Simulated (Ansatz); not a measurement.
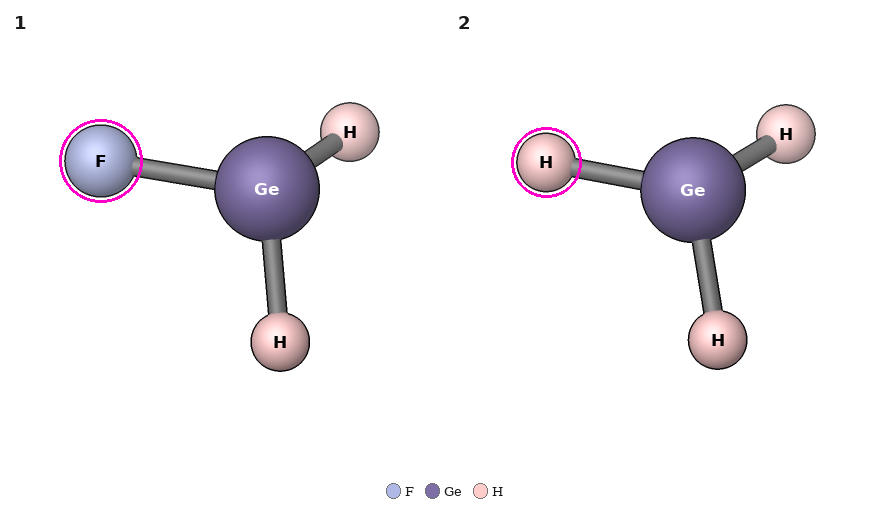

2 molecules with one skeleton, seen from the same side and at one scale; the atom that differs is circled. State: neutral, doublet. Computed geometries: PBE0-D4/def2-TZVP optimisations, one conformation each. Properties computed with Ansatz 0.2.0.

One atom differs, called X below: F in panel 1, H in panel 2. Their formulas are FGeH2 (`[F][GeH2]`), GeH3 (`[GeH3]`).

In which is the harmonic zero-point energy higher (PBE0-D4/def2-TZVP)?

In panel 2 (X = H).

In which is the length of X–Ge larger (PBE0-D4/def2-TZVP)?

In panel 1 (X = F).

Give the values. With PBE0-D4/def2-TZVP: length of X–Ge (Å), mean angle X–Ge–H (°), dipole moment (D), harmonic zero-point energy (kJ/mol).

| quantity | 1 (F) | 2 (H) | 2 − 1 |
| --- | --- | --- | --- |
| length of X–Ge (Å) | 1.745 | 1.539 | −0.206 |
| mean angle X–Ge–H (°) | 105.4 | 111.1 | +5.7 |
| dipole moment (D) | 2.01 | 0.04 | −1.97 |
| harmonic zero-point energy (kJ/mol) | 41.9 | 52.7 | +10.8 |
